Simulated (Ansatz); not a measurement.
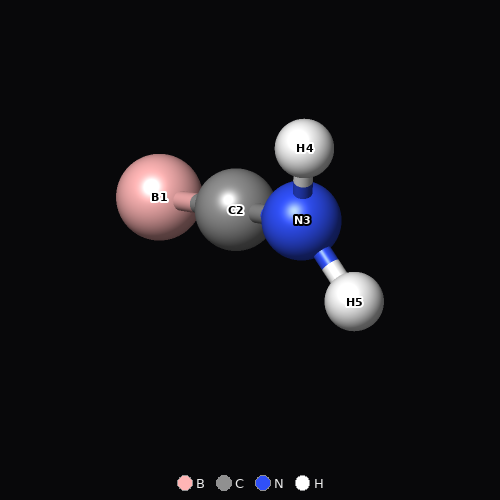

The system is CH₂BN (SMILES B#CN) with the probe H2; the picture shows it without the atoms that are moved over the map. The probe is moved over a plane parallel to the molecule's main plane, 2.50 Å above it. The first coordinate is: x of the probe's H atom; the second: y of the probe's H atom. Nothing is relaxed (molecule and probe rigid, the probe upright with H nearest the plane). The scan uses a 21 × 17 grid; 189 points were computed and 168 follow by symmetry. Energies: kJ/mol, counted from molecule and probe far apart, each relaxed in its own basis (no counterpoise correction). Method: RHF/def2-TZVPD in Ansatz.

Range: x of the probe's H atom from −3.40 to 3.40 Å; y of the probe's H atom from −2.72 to 2.72 Å.

Question: Predict the map.

Answer: The lowest grid point is at x of the probe's H atom = −3.40 Å, y of the probe's H atom = −2.04 Å, −0.35 kJ/mol from molecule and probe far apart, each relaxed in its own basis (no counterpoise correction). It lies at the edge of the scanned range, so the true minimum may lie outside. The energy also falls towards the edge at x of the probe's H atom = 3.40 Å, y of the probe's H atom = −2.72 Å (0.6 kJ/mol above the lowest) and x of the probe's H atom = 3.40 Å, y of the probe's H atom = 2.72 Å (0.6 kJ/mol above the lowest), where a further well may lie outside the range. The highest grid point, x of the probe's H atom = 0.68 Å, y of the probe's H atom = 0.00 Å, lies 9.1 kJ/mol above the lowest.

```tsv
y of the probe's H atom ↓, x of the probe's H atom →	−3.40	−2.72	−2.04	−1.36	−0.68	0.00	0.68	1.36	2.04	2.72	3.40
2.72	−0.3	−0.3	−0.2	−0.1	−0.1	0.0	0.2	0.4	0.5	0.4	0.3
2.04	−0.4	−0.1	0.3	0.6	0.6	0.6	1.0	1.3	1.3	1.0	0.5
1.36	−0.3	0.6	1.7	2.4	2.4	2.5	3.1	3.4	2.9	1.8	0.9
0.68	0.0	1.5	3.7	4.9	5.0	5.6	6.7	6.5	4.7	2.6	1.1
0.00	0.1	2.0	4.7	6.2	6.5	7.5	8.7	8.1	5.6	2.9	1.2
−0.68	0.0	1.5	3.7	4.9	5.0	5.6	6.7	6.5	4.7	2.6	1.1
−1.36	−0.3	0.6	1.7	2.4	2.4	2.5	3.1	3.4	2.9	1.8	0.9
−2.04	−0.4	−0.1	0.3	0.6	0.6	0.6	1.0	1.3	1.3	1.0	0.5
−2.72	−0.3	−0.3	−0.2	−0.1	−0.1	0.0	0.2	0.4	0.5	0.4	0.3
```

The table holds every second grid line.

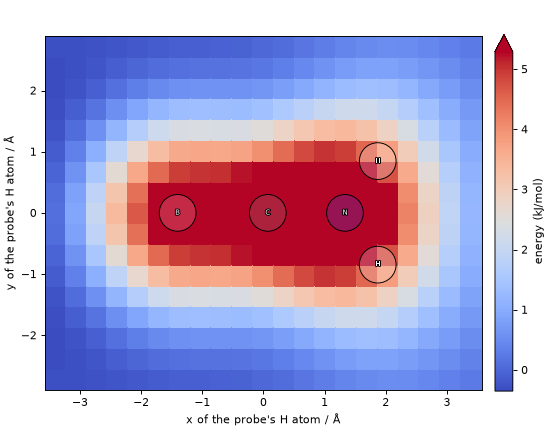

In the figure: one coloured cell a grid point, labelled circles for the molecule's atoms, projected on the plane, one colour for all values above the top of the scale.

Time for the 189 points that were run: 5.5 min on 1 thread of Arm Neoverse V2 (shared host).
